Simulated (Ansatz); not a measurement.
**Al2P2 (charge −1, doublet): density, localisation and related maps**

| atom | x (Å) | y (Å) | z (Å) |
| --- | --- | --- | --- |
| Al | -1.5483 | -0.0195 | -1.4117 |
| Al | 1.1550 | -0.3486 | 1.7132 |
| P | 0.6512 | -0.7019 | -0.6374 |
| P | -0.2579 | 1.0700 | 0.3359 |

Geometry: B3LYP-D4/def2-TZVPD.

The calculation used UKS PBE0-D4/def2-TZVPD in Ansatz 0.2.0.

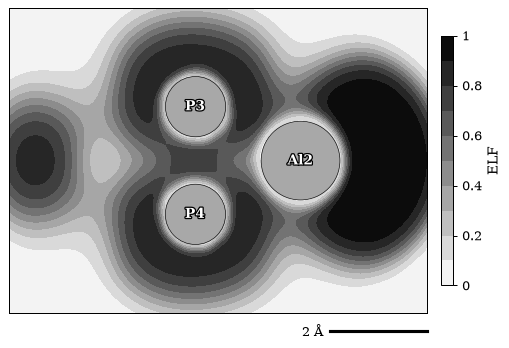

Figure 1. Electron localisation function on the plane of atoms P3, Al2 and P4. Grey discs cover the atomic cores.

### Interpret the plot.

The plane passes through Al and P nuclei. P–P (2.22 Å): the ELF peaks at about 0.75 between the atoms, as expected for a shared electron pair. Al–P (2.43 Å): the ELF peaks at about 0.80 in the valence shell of P, 1.0 Å from its nucleus, and is about 0.75 at the midpoint. The ELF also peaks beside P4, away from the bonds: non-bonding electrons, paired or unpaired.

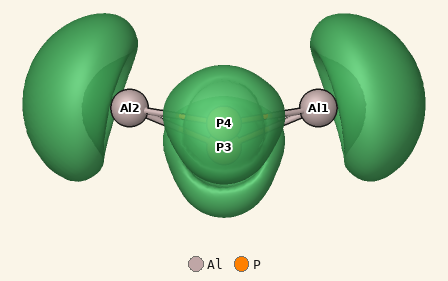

Figure 2. Isosurface of the electron localisation function at 0.8 (green), seen from one side. Core shells and regions of very low density are left out.

### Describe the localisation domains.

The ELF exceeds this value in two lobes on Al, pointing away from the bonds (non-bonding electrons) and two regions wrapped around P (the valence shell of each).

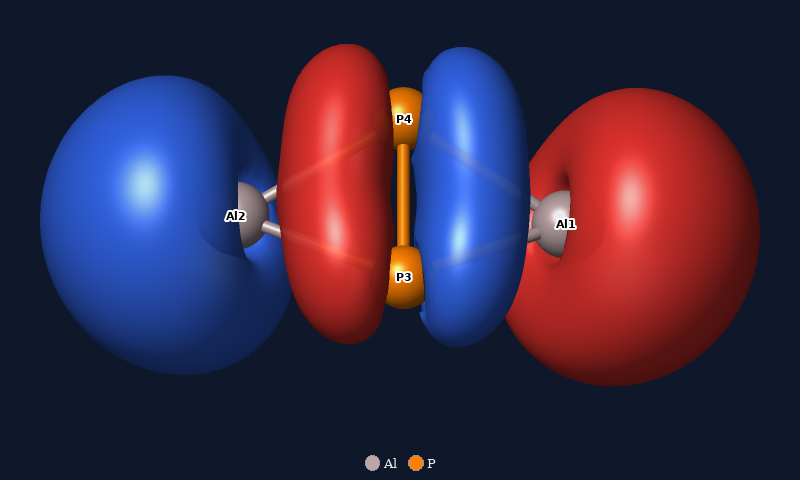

Figure 3. The HOMO (β) at ±0.06 Å⁻³ᐟ² (blue and red are the two phases), seen at a tilt.

### Where does this orbital lie, and at what energy?

It lies mainly on Al1 (about 40 %), Al2 (about 40 %), P3 (about 10 %) and P4 (about 10 %). Its energy is −1.12 eV.

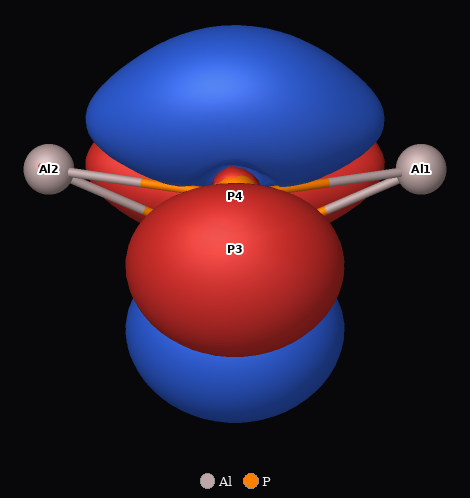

Figure 4. The HOMO (α) at ±0.1 Å⁻³ᐟ² (red and blue are the two phases), seen from one side.

### What is the character of this orbital?

Its weight (Hirshfeld) is mainly on P4 (about 40 %) and P3 (about 40 %); π-antibonding (π*) across P4–P3. Its energy is −0.93 eV.
